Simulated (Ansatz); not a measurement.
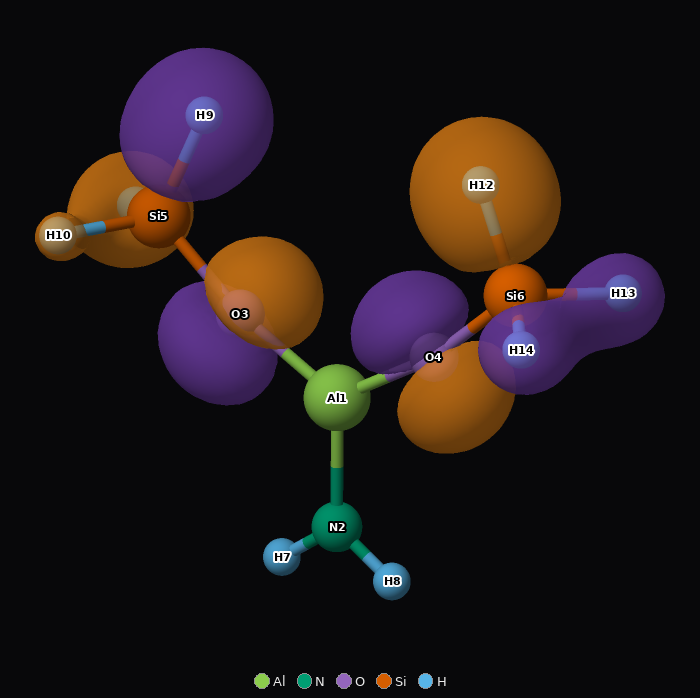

The picture shows: AlH$_{8}$NO$_{2}$Si$_{2}$ (SMILES [NH2][Al]([O][SiH3])[O][SiH3]). The HOMO−1 at ±0.1 Å⁻³ᐟ² (orange and purple are the two phases), seen at a tilt.

Geometry: PBE0-D4/def2-SVP.

Theory: isolated molecule in a Gaussian basis; Kohn-Sham density functional theory, functional PBE0 (Ansatz 0.2.0).

The calculation's input:

```
crystal:
  periodic: [false, false, false]
  atoms:
    - {symbol: Al, position_ang: [1.251745, 0.033998, -1.211920]}
    - {symbol: N, position_ang: [1.765624, -0.917213, -2.595161]}
    - {symbol: O, position_ang: [1.143329, -0.688502, 0.314746]}
    - {symbol: O, position_ang: [0.866471, 1.670099, -1.409889]}
    - {symbol: Si, position_ang: [0.944425, -1.096541, 1.893238]}
    - {symbol: Si, position_ang: [0.433071, 3.248881, -1.277670]}
    - {symbol: H, position_ang: [2.013016, -1.898422, -2.559967]}
    - {symbol: H, position_ang: [1.854631, -0.561153, -3.538826]}
    - {symbol: H, position_ang: [0.207835, -0.025259, 2.633681]}
    - {symbol: H, position_ang: [2.273101, -1.296489, 2.549492]}
    - {symbol: H, position_ang: [0.164420, -2.367368, 2.003758]}
    - {symbol: H, position_ang: [0.082440, 3.590735, 0.136127]}
    - {symbol: H, position_ang: [-0.754299, 3.533956, -2.140588]}
    - {symbol: H, position_ang: [1.558465, 4.132573, -1.711564]}
basis:
  gaussian:
    orbitals: def2-SVPD
hamiltonian:
  xc: pbe0
output:
  forces: true
  orbitals: {seedname: orbitals}
```

Command:

```sh
ansatz run input.yaml --threads 2 --pin off --max-ram 6090MiB --events-out events.jsonl --progress --plain --runs-dir runs
```

What is the character of this orbital?

Its weight (Hirshfeld) is mainly on O3 (about 20 %), O4 (about 20 %), Si5 (about 10 %), Si6 (about 10 %), H12 (about 10 %) and H9 (about 10 %). Its energy is −8.52 eV.
